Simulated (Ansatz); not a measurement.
```tsv
atom	x (Å)	y (Å)	z (Å)
Si	-0.9740	-0.4975	0.2127
Cl	2.2756	0.6960	-2.0215
Cl	-0.3439	-2.3138	-0.4145
Cl	-2.2438	-0.7679	1.7803
Cl	-1.9665	0.4919	-1.2452
H	1.4959	0.5649	-0.9803
N	0.4173	0.4224	0.5960
H	0.2682	1.3966	0.8256
H	1.0713	0.0073	1.2471
```

The product side of a reaction path; geometry: PBE0-D4/def2-TZVP.

Method: RKS PBE0-D4/def2-TZVPP (Ansatz).

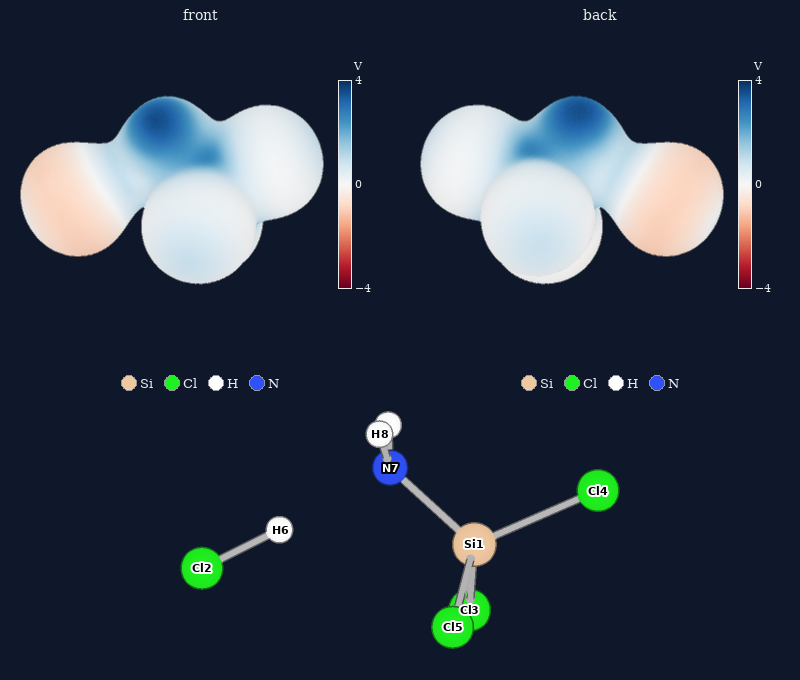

Cl3H2NSi···HCl. The molecular electrostatic potential painted on the density surface at 0.004 e/bohr³, seen from the front and from behind; the colour scale runs from red (negative) to blue (positive). The bare structure is drawn below in the same view.

Q: Where is the surface potential most negative and most positive?

A: The most negative region (about −0.9 V, or −21 kcal/mol for a unit charge) lies over Cl2, the most positive (about +3.5 V, or +81 kcal/mol for a unit charge) over H8 and H9. Cl2 shows a σ-hole: about +0.2 V at the tip opposite its bond, against about −0.9 V, or −21 kcal/mol for a unit charge on its flanks. Cl3 shows a σ-hole: about +0.9 V, or +21 kcal/mol for a unit charge at the tip opposite its bond, against about +0.1 V on its flanks. Cl4 shows a σ-hole: about +0.9 V, or +21 kcal/mol for a unit charge at the tip opposite its bond, against about +0.2 V on its flanks. Cl5 shows a σ-hole: about +0.9 V, or +21 kcal/mol for a unit charge at the tip opposite its bond, against about +0.1 V on its flanks.
